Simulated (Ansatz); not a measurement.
**C₂H₈SSn: geometry optimisation**

Aim: relax C₂H₈SSn at this level.

Method: RKS r2SCAN-D4/def2-SVP; program: Ansatz 0.2.0.

**1. The starting structure**

SMILES `CS[CH2][SnH3]`, 12 atoms, charge 0, spin multiplicity 1.

Atoms are counted from 1 here; the program's logs count them from 0.

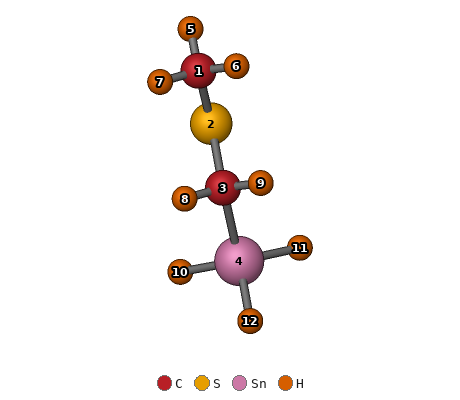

Start geometry, drawn with carbon red, sulfur amber, tin pink, hydrogen orange; atoms are numbered from 1 in the order of the file.

Geometry (Å):

```mol
C2H8SSn
  3D, bonds by distance, orders not assigned

 12 11  0  0  0  0  0  0  0  0999 V2000
   -0.3869    2.3716    0.4420 C   0  0
    0.6578    0.8950    0.6499 S   0  0
   -0.3090   -0.3306   -0.2691 C   0  0
    0.7172   -2.2607   -0.2171 Sn  0  0
    0.1178    3.2028    0.9734 H   0  0
   -1.3921    2.2255    0.8878 H   0  0
   -0.4937    2.6479   -0.6272 H   0  0
   -0.4206   -0.0474   -1.3377 H   0  0
   -1.3204   -0.4686    0.1700 H   0  0
    2.2712   -2.1098   -0.9525 H   0  0
    0.8794   -2.7869    1.4189 H   0  0
   -0.2436   -3.3939   -1.1044 H   0  0
  1  2  8  0
  1  5  8  0
  1  6  8  0
  1  7  8  0
  2  3  8  0
  3  4  8  0
  3  8  8  0
  3  9  8  0
  4 10  8  0
  4 11  8  0
  4 12  8  0
M  END
```

**2. Relaxation**

input.yaml reads:

```yaml
crystal:
  periodic: [false, false, false]
  atoms:
    - { symbol: C, position_ang: [-0.386928, 2.371638, 0.441968] }
    - { symbol: S, position_ang: [0.657786, 0.89503, 0.649907] }
    - { symbol: C, position_ang: [-0.308952, -0.330601, -0.269132] }
    - { symbol: Sn, position_ang: [0.7172, -2.260709, -0.217067] }
    - { symbol: H, position_ang: [0.117823, 3.20282, 0.97339] }
    - { symbol: H, position_ang: [-1.392107, 2.225474, 0.887804] }
    - { symbol: H, position_ang: [-0.493736, 2.647872, -0.627234] }
    - { symbol: H, position_ang: [-0.420647, -0.047409, -1.3377] }
    - { symbol: H, position_ang: [-1.320416, -0.468574, 0.169996] }
    - { symbol: H, position_ang: [2.271161, -2.109825, -0.952452] }
    - { symbol: H, position_ang: [0.879397, -2.786874, 1.418871] }
    - { symbol: H, position_ang: [-0.243581, -3.393941, -1.104351] }
basis:
  gaussian: { orbitals: def2-SVP }
hamiltonian:
  xc: r2scan
  dispersion: d4
output:
  forces: true
relax:
  f_tol: 0.003
  max_steps: 120
```

On the command line:

```sh
$ ansatz run input.yaml --threads 1 --pin off --max-ram 2560MiB --backend cpu --events-out ev --progress --plain --runs-dir out
```

Output:

```text
Warning: RAYON_NUM_THREADS=1 ignored (pool sized by the plan → 1); use --threads N
The last accepted step is kept in <dir> (removed where the run ends without a failure and the disk answers)
Engine: ansatz 0.2.0, aarch64-unknown-linux-gnu
Functional definition: r2SCAN
  parameter k0 = 0.174
  parameter k1 = 0.065
  parameter a1 = 4.9479
  exchange = r2scan_x(k0 = k0, k1 = k1, a1 = a1)
  correlation = r2scan_c
1276 factors; their error is unknown
mean field evaluation 1: about -18857.6537 eV, gradient 5.5e1 eV
mean field evaluation 2: about -18846.2169 eV, gradient 8.1e1 eV
mean field evaluation 4: about -18865.2466 eV, gradient 4.9e0 eV
mean field evaluation 8: about -18865.3130 eV, gradient 2.1e-1 eV
mean field evaluation 16: about -18865.2701 eV, gradient 1.6e-4 eV
mean field -18865.27014913 eV, -693.2858906412 hartree, gradient 2.9e-5 eV, S^2 0.000000; 0 other end points of the search recorded, 0 dependent functions left out
the calculation of the forces begins
reference -18865.27016224 eV, -693.2858911231 hartree; 29, 29 occupied and 83, 83 virtual orbitals, 1276 factors
relax step   1: F+E_penalty+E_count = -18865.33416597 eV  Δ(F+E_penalty+E_count) = +0.000e0 eV  max|allowed force component| = 2.356e-1 eV/Å  Δτ_max = 0.0000 Å  (28 SCF iters, accepted)
these checks for a lower state are left out or cut short: starts, cluster_reference, orbital_swaps, neighbouring_geometries, increment
1276 factors; their error is unknown
mean field -18865.27904683 eV, -693.2862176255 hartree, gradient 1.1e-5 eV, S^2 0.000000; 0 other end points of the search recorded, 0 dependent functions left out
the calculation of the forces begins
reference -18865.27905990 eV, -693.2862181058 hartree; 29, 29 occupied and 83, 83 virtual orbitals, 1276 factors
relax step   2: F+E_penalty+E_count = -18865.34331418 eV  Δ(F+E_penalty+E_count) = -9.148e-3 eV  max|allowed force component| = 1.216e-1 eV/Å  Δτ_max = 0.0334 Å  (30 SCF iters, accepted)
these checks for a lower state are left out or cut short: starts, cluster_reference, orbital_swaps, neighbouring_geometries, increment
1276 factors; their error is unknown
mean field evaluation 32: about -18865.2815 eV, gradient 1.2e-5 eV
mean field -18865.28152197 eV, -693.2863085855 hartree, gradient 1.2e-5 eV, S^2 0.000000; 0 other end points of the search recorded, 0 dependent functions left out
the calculation of the forces begins
reference -18865.28153505 eV, -693.2863090658 hartree; 29, 29 occupied and 83, 83 virtual orbitals, 1276 factors
relax step   3: F+E_penalty+E_count = -18865.34573023 eV  Δ(F+E_penalty+E_count) = -2.416e-3 eV  max|allowed force component| = 3.639e-2 eV/Å  Δτ_max = 0.0140 Å  (31 SCF iters, accepted)
these checks for a lower state are left out or cut short: starts, cluster_reference, orbital_swaps, neighbouring_geometries, increment
1276 factors; their error is unknown
mean field -18865.28176146 eV, -693.2863173864 hartree, gradient 9.0e-6 eV, S^2 0.000000; 0 other end points of the search recorded, 0 dependent functions left out
the calculation of the forces begins
reference -18865.28177453 eV, -693.2863178667 hartree; 29, 29 occupied and 83, 83 virtual orbitals, 1276 factors
relax step   4: F+E_penalty+E_count = -18865.34597640 eV  Δ(F+E_penalty+E_count) = -2.462e-4 eV  max|allowed force component| = 1.654e-2 eV/Å  Δτ_max = 0.0062 Å  (24 SCF iters, accepted)
these checks for a lower state are left out or cut short: starts, cluster_reference, orbital_swaps, neighbouring_geometries, increment
1276 factors; their error is unknown
mean field -18865.28179892 eV, -693.2863187630 hartree, gradient 2.2e-5 eV, S^2 0.000000; 0 other end points of the search recorded, 0 dependent functions left out
the calculation of the forces begins
reference -18865.28181199 eV, -693.2863192433 hartree; 29, 29 occupied and 83, 83 virtual orbitals, 1276 factors
relax step   5: F+E_penalty+E_count = -18865.34602174 eV  Δ(F+E_penalty+E_count) = -4.533e-5 eV  max|allowed force component| = 4.348e-3 eV/Å  Δτ_max = 0.0044 Å  (23 SCF iters, accepted)
these checks for a lower state are left out or cut short: starts, cluster_reference, orbital_swaps, neighbouring_geometries, increment
1276 factors; their error is unknown
mean field -18865.28179796 eV, -693.2863187279 hartree, gradient 1.6e-5 eV, S^2 0.000000; 0 other end points of the search recorded, 0 dependent functions left out
the calculation of the forces begins
reference -18865.28181103 eV, -693.2863192082 hartree; 29, 29 occupied and 83, 83 virtual orbitals, 1276 factors
relax step   6: F+E_penalty+E_count = -18865.34602521 eV  Δ(F+E_penalty+E_count) = -3.471e-6 eV  max|allowed force component| = 1.026e-3 eV/Å  Δτ_max = 0.0014 Å  (22 SCF iters, accepted)
1276 factors; their error is unknown
mean field evaluation 64: about -18865.2818 eV, gradient 1.9e-2 eV
mean field -18865.28179796 eV, -693.2863187279 hartree, gradient 1.6e-5 eV, S^2 0.000000; 1 other end points of the search recorded, 0 dependent functions left out
the calculation of the forces begins
reference -18865.28181103 eV, -693.2863192082 hartree; 29, 29 occupied and 83, 83 virtual orbitals, 1276 factors
Total energy: -18865.34603828 eV, -693.2886795158 hartree
Atom 0 at    -0.385144     2.359278     0.440400 Å, force     0.001008    -0.000559     0.000427 eV/Å
Atom 1 at     0.658260     0.890129     0.644158 Å, force    -0.000411     0.001025     0.000155 eV/Å
Atom 2 at    -0.305776    -0.331268    -0.272767 Å, force     0.000670    -0.000245     0.000465 eV/Å
Atom 3 at     0.712816    -2.251243    -0.216265 Å, force    -0.000231     0.000085    -0.000067 eV/Å
Atom 4 at     0.112956     3.184757     0.970084 Å, force     0.000354     0.000014     0.000173 eV/Å
Atom 5 at    -1.382401     2.205639     0.882656 Å, force    -0.000370    -0.000444    -0.000207 eV/Å
Atom 6 at    -0.488582     2.631796    -0.622024 Å, force    -0.000549    -0.000385    -0.000511 eV/Å
Atom 7 at    -0.422329    -0.038770    -1.331069 Å, force    -0.000167     0.000435    -0.000342 eV/Å
Atom 8 at    -1.309214    -0.464535     0.168248 Å, force    -0.000344     0.000212    -0.000049 eV/Å
Atom 9 at     2.253320    -2.100245    -0.944368 Å, force     0.000044    -0.000084    -0.000067 eV/Å
Atom 10 at     0.872338    -2.764116     1.407807 Å, force    -0.000092     0.000019    -0.000045 eV/Å
Atom 11 at    -0.239244    -3.376519    -1.092860 Å, force     0.000087    -0.000073     0.000068 eV/Å
Dipole moment:    -0.304599     0.097022    -0.153154 e Å
```

Run time: 56 s. Hardware: 1 thread of Arm Neoverse V1, shared host; peak memory 0.17 GiB.

The steps of the relaxation:

```csv
step,energy from step 1 (eV),largest force component (eV/Å)
1,0.0000,0.2356
2,-0.0091,0.1216
3,-0.0116,0.0364
4,-0.0118,0.0165
5,-0.0119,0.0043
6,-0.0119,0.0010
```

Close pairs (by a distance rule), those that changed most:

```csv
bond,before (Å),after (Å),change (Å)
Sn4–H12,1.730,1.715,-0.016
Sn4–H11,1.726,1.711,-0.016
Sn4–H10,1.726,1.711,-0.015
C3–Sn4,2.187,2.174,-0.012
C1–H5,1.108,1.100,-0.008
C1–H7,1.109,1.102,-0.008
C1–H6,1.109,1.102,-0.008
C1–S2,1.821,1.813,-0.007
```

**3. Summary of results**

```
             quantity      value
        energy gained  0.0119 eV
root mean square move    0.017 Å
        dipole moment     1.70 D
```

Bond lengths: C1–S2 1.813 Å, C1–H5 1.100 Å, C1–H6 1.102 Å, C1–H7 1.102 Å, S2–C3 1.806 Å, C3–Sn4 2.174 Å, C3–H8 1.104 Å, C3–H9 1.104 Å, Sn4–H10 1.711 Å, Sn4–H11 1.711 Å, Sn4–H12 1.715 Å. Angles: S2–C1–H5 107.1°, S2–C1–H6 111.3°, S2–C1–H7 111.3°, H5–C1–H6 108.7°, H5–C1–H7 108.7°, H6–C1–H7 109.7°, C1–S2–C3 100.6°, S2–C3–Sn4 109.5°, S2–C3–H8 111.3°, S2–C3–H9 111.3°, Sn4–C3–H8 108.0°, Sn4–C3–H9 108.0°, H8–C3–H9 108.6°, C3–Sn4–H10 109.4°, C3–Sn4–H11 109.5°, C3–Sn4–H12 107.8°, H10–Sn4–H11 110.3°, H10–Sn4–H12 109.9° and more. No frequencies were computed here.
